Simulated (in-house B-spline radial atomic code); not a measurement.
# Rb⁺ in a hard spherical wall

What does confinement do to Rb⁺? The free system is solved first, then the same system inside hard walls. More than one configuration is followed.

Program: in-house B-spline radial atomic code version 1. Level of theory: scalar-relativistic (spin-free one-electron X2C) Hartree-Fock, spin-polarised, average of configuration, Fermi nucleus, basis-set limit. These are calculated values, not measurements, unless marked.

### Step 1. What is computed

```
element       : rubidium (Z = 37)
charge        : +1
electrons     : 36
configuration : [Ar] 3d10 4s2 4p6
Hamiltonian   : scalar-relativistic (X2C)
nucleus       : Fermi, rms radius 4.204 fm
```

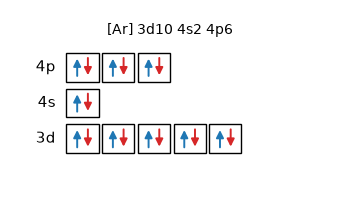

The shells outside the core, filled by Hund's rule for the drawing.

Where spins are not typed, each open shell is filled with up spins first.

The run's settings:

```ini
Z = 37
electrons = 36.0
configuration = [Ar] 3d10 4s2 4p6
hamiltonian = x2c
method = hf
spin_polarised = True
nucleus = fermi
rms_radius = 4.2036
mass_number = 85
atomic_mass = 84.91178973604
speed_of_light = 137.035999084
```

The reference is known from an earlier run: -2979.013263 hartree in all. Up to eight levels, counted from the top:

| orbital | occupation | energy (eV) | <r> (bohr) |
| --- | --- | --- | --- |
| 3p down | 3 | -266.20 | 0.5160 |
| 3p up | 3 | -266.20 | 0.5160 |
| 3d down | 5 | -131.82 | 0.5229 |
| 3d up | 5 | -131.82 | 0.5229 |
| 4s down | 1 | -48.074 | 1.473 |
| 4s up | 1 | -48.074 | 1.473 |
| 4p down | 3 | -27.467 | 1.719 |
| 4p up | 3 | -27.467 | 1.719 |

### Step 2. Wall at 5.47 bohr, configuration [Ar] 3d10 4s2 4p6

The run's settings:

```ini
Z = 37
electrons = 36.0
configuration = [Ar] 3d10 4s2 4p6
hamiltonian = x2c
method = hf
spin_polarised = True
nucleus = fermi
rms_radius = 4.2036
mass_number = 85
atomic_mass = 84.91178973604
speed_of_light = 137.035999084
wall_radius = 5.47
```

### Step 3. Wall at 2.48 bohr, configuration [Ar] 3d10 4s2 4p6

Changes to the settings of step 2:

```diff
@@ -11,2 +11,2 @@
 speed_of_light = 137.035999084
-wall_radius = 5.47
+wall_radius = 2.48
```

### Step 4. Wall at 5.47 bohr, configuration [Ne] 3s2 3p5 3d10 4s2 4p6 4d1

The run's settings:

```ini
Z = 37
electrons = 36.0
configuration = [Ne] 3s2 3p5 3d10 4s2 4p6 4d1
hamiltonian = x2c
method = hf
spin_polarised = True
nucleus = fermi
rms_radius = 4.2036
mass_number = 85
atomic_mass = 84.91178973604
speed_of_light = 137.035999084
wall_radius = 5.47
```

### Step 5. Wall at 2.48 bohr, configuration [Ne] 3s2 3p5 3d10 4s2 4p6 4d1

Changes to the settings of step 4:

```diff
@@ -11,2 +11,2 @@
 speed_of_light = 137.035999084
-wall_radius = 5.47
+wall_radius = 2.48
```

### Step 6. Wall at 5.47 bohr, configuration [Ar] 3d10 4s2 4p5 4d1

The run's settings:

```ini
Z = 37
electrons = 36.0
configuration = [Ar] 3d10 4s2 4p5 4d1
hamiltonian = x2c
method = hf
spin_polarised = True
nucleus = fermi
rms_radius = 4.2036
mass_number = 85
atomic_mass = 84.91178973604
speed_of_light = 137.035999084
wall_radius = 5.47
```

### Step 7. Wall at 2.48 bohr, configuration [Ar] 3d10 4s2 4p5 4d1

Changes to the settings of step 6:

```diff
@@ -11,2 +11,2 @@
 speed_of_light = 137.035999084
-wall_radius = 5.47
+wall_radius = 2.48
```

Before running: What do the energy and the highest level do as the wall closes in, and which configuration is lower at each radius?

The runs gave:

| configuration | radius (bohr) | energy above the free system (eV) | highest level (eV) |
| --- | --- | --- | --- |
| [Ar] 3d10 4s2 4p6 | 5.47 | 0.0816 | -27.382 (4p up) |
| [Ar] 3d10 4s2 4p6 | 2.48 | 69.770 | -8.341 (4p up) |
| [Ne] 3s2 3p5 3d10 4s2 4p6 4d1 | 5.47 | 249.89 | -8.129 (4d up) |
| [Ne] 3s2 3p5 3d10 4s2 4p6 4d1 | 2.48 | 329.91 | 20.401 (4d up) |
| [Ar] 3d10 4s2 4p5 4d1 | 5.47 | 19.049 | -7.791 (4d up) |
| [Ar] 3d10 4s2 4p5 4d1 | 2.48 | 100.81 | 22.742 (4d up) |

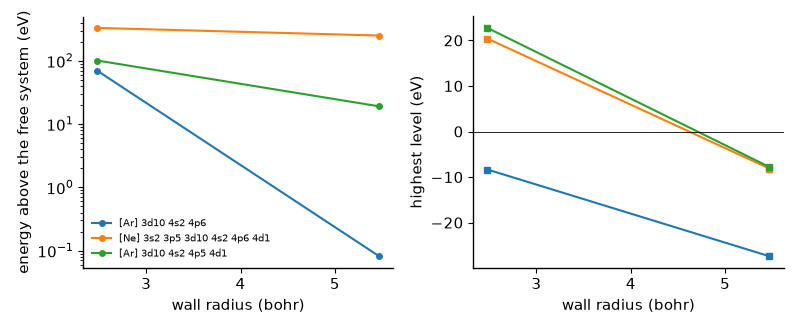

Energy above the free reference (left, logarithmic; it includes the excitation energy of the other configurations) and the highest occupied level (right).

What this shows: For [Ar] 3d10 4s2 4p6 the energy above the free reference is 0.0816 eV at 5.47 bohr and 69.770 eV at 2.48 bohr. Of [Ar] 3d10 4s2 4p6 and [Ne] 3s2 3p5 3d10 4s2 4p6 4d1, the first stays lower at every radius that both share. At 2.48 bohr the lowest of all 3 is [Ar] 3d10 4s2 4p6. A hard wall is a crude model of an atom's surroundings.
